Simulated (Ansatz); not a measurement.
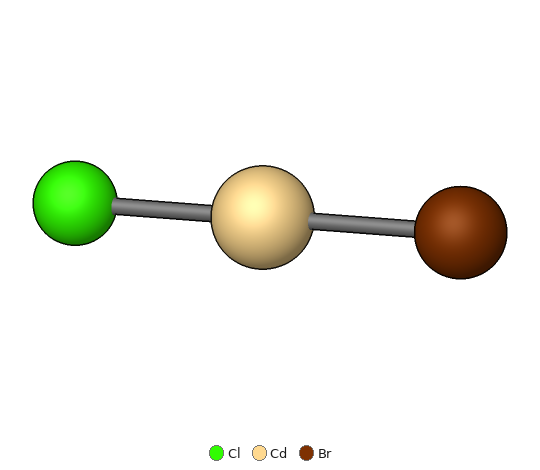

A ball-and-stick model of a molecule.

The computed structure is the end point of a PBE0-D4/def2-TZVP optimisation.

Question: Which formula does it have?

Answer: CdBrCl, 3 atoms: 1 cadmium, 1 bromine and 1 chlorine.

Question: Give a SMILES string for it.

Answer: [Cl][Cd][Br]

Question: Give the symmetry (Schoenflies symbol).

Answer: C∞v.

The parts below concern this one geometry. Atoms keep their numbers from picture to picture.

### Shape

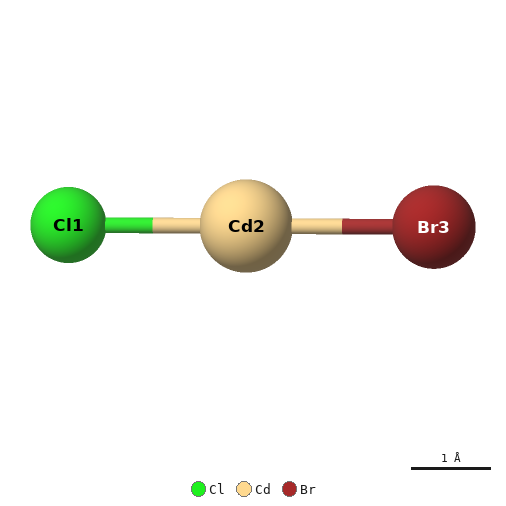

The atoms are numbered.

Which atoms are bonded, and how long are the bonds?

```csv
bond,length (Å)
Cl1–Cd2,2.269
Cd2–Br3,2.396
```

### Dipole moment

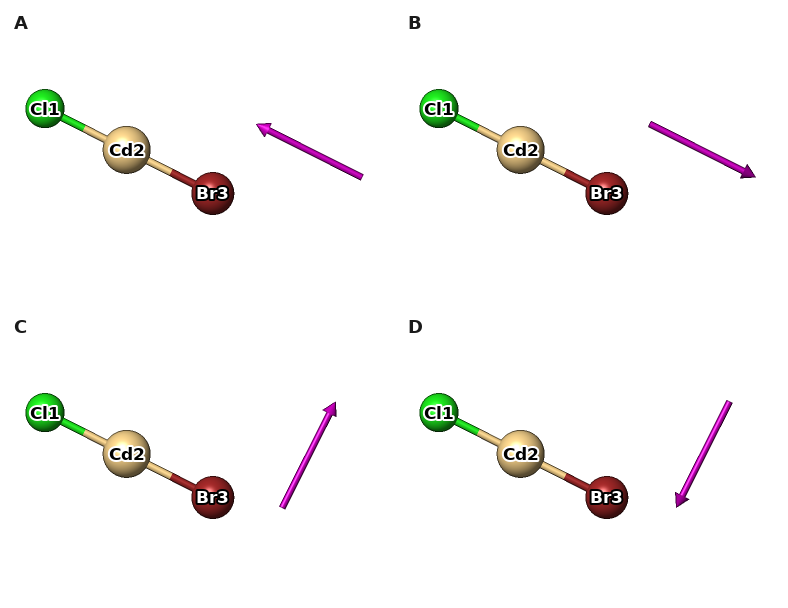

The same molecule four times, each with an arrow. Properties computed with RKS PBE0-D4/def2-TZVP, core potentials on Cd (Ansatz 0.2.0).

Question: Which arrow points along the dipole moment, from the negative to the positive end?

Answer: B. The dipole moment is 0.35 D; it points from the side of Cl1 to the side of Br3 (the outermost atoms at the two ends).

### Levels of theory compared

Program: Ansatz 0.2.0.

Compare HOMO–LUMO gap (eV) at these levels: B97M-V/def2-TZVPP; BLYP-D4/def2-TZVPP; HSE06-D4/def2-TZVPP; PBE-D4/def2-TZVPP; PBE0-D4/def2-QZVPP; PBE0-D4/def2-SVP; PBE0-D4/def2-TZVPP; SPW92 (LDA)/def2-TZVPP; r2SCAN-D4/def2-TZVPP; ωB97M-V/def2-TZVPP; ωB97X-V/def2-TZVPP.

```tsv
level	HOMO–LUMO gap (eV)
B97M-V/def2-TZVPP	4.69
BLYP-D4/def2-TZVPP	4.04
HSE06-D4/def2-TZVPP	5.54
PBE-D4/def2-TZVPP	4.17
PBE0-D4/def2-QZVPP	6.30
PBE0-D4/def2-SVP	6.26
PBE0-D4/def2-TZVPP	6.31
SPW92 (LDA)/def2-TZVPP	4.05
r2SCAN-D4/def2-TZVPP	4.71
ωB97M-V/def2-TZVPP	10.35
ωB97X-V/def2-TZVPP	10.66
```

### Charges

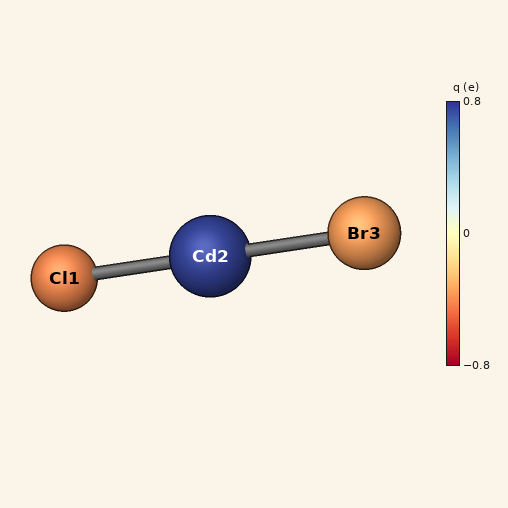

Atoms are coloured by their Mulliken charges. Properties computed with RKS r2SCAN-D4/def2-TZVPP, core potentials on Cd (Ansatz 0.2.0).

Give the Mulliken charges atom by atom.

```
atom  value (e)
 Cl1      −0.41
 Cd2       0.76
 Br3      −0.35
```

### Vibrations

Harmonic vibrations computed with RKS PBE0-D4/def2-TZVP, core potentials on Cd (Ansatz 0.2.0) at a stationary point of the same level.

Question: How many vibrational modes are there, and where do they lie?

Answer: 4 modes: 76, 76, 245, 393 cm⁻¹.

Mulliken values depend strongly on the basis set and can even reverse the polarity of a bond.
